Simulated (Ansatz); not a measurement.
Consider CH2FOSi (SMILES [CH2]O[Si]F) (doublet).

Input file:

```
crystal:
  periodic: [false, false, false]
  atoms:
    - {symbol: C, position_ang: [0.248312, -1.687415, -1.107170]}
    - {symbol: F, position_ang: [-0.415035, 0.461359, 0.789173]}
    - {symbol: O, position_ang: [0.160646, -0.412723, -1.531393]}
    - {symbol: Si, position_ang: [-0.191917, 1.027886, -0.726898]}
    - {symbol: H, position_ang: [0.495793, -2.428567, -1.855228]}
    - {symbol: H, position_ang: [0.073202, -1.918387, -0.063401]}
basis:
  gaussian: {orbitals: def2-TZVPD}
magnetization: {spin_polarized: true, initial_magnetization: 1}
hamiltonian: {xc: {name: PBE0}}
output: {forces: true, orbitals: {seedname: orbitals}}
```

Command:

```sh
ansatz run input.yaml --threads 1 --pin off --max-ram 2610MiB --events-out events.jsonl --progress --plain --runs-dir runs
```

Geometry: B3LYP/6-31G*.

Computed with isolated molecule in a Gaussian basis; Kohn-Sham density functional theory, functional PBE0 (Ansatz).

What will maps of the electron density, electron localisation function and spin density show?

Answer. C–O (1.35 Å): ρ at the midpoint is about 2.3 e/Å³, with its minimum of 1.9 e/Å³ about 0.5 Å from C; the ELF peaks at about 0.90 between the atoms; a polar covalent bond.
Si–F (1.63 Å): ρ at the midpoint is about 1.1 e/Å³; the ELF peaks at about 0.85 in the valence shell of F, 0.6 Å from its nucleus, and is about 0.55 at the midpoint.
Si–O (1.69 Å): ρ at the midpoint is about 1 e/Å³; the ELF peaks at about 0.85 between the atoms, as expected for a polar covalent bond.
C–H (1.08 Å): ρ is about 2.1 e/Å³ halfway; the ELF climbs to about 1 towards the hydrogen, as it does in any bond to H (a covalent bond by its length).
The unpaired spin (1 electron) lies mostly on C1 (about 0.7), Si4 (about 0.1) and O3 (about 0.1), in electrons by Hirshfeld's partition.

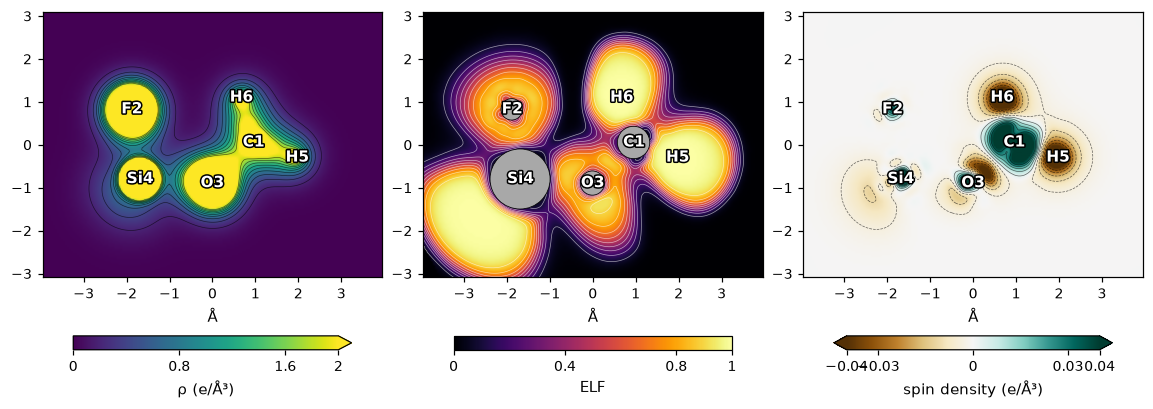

Computed electron density, electron localisation function and spin density on the molecular plane, in this order. Grey discs cover the atomic cores in the ELF map. 
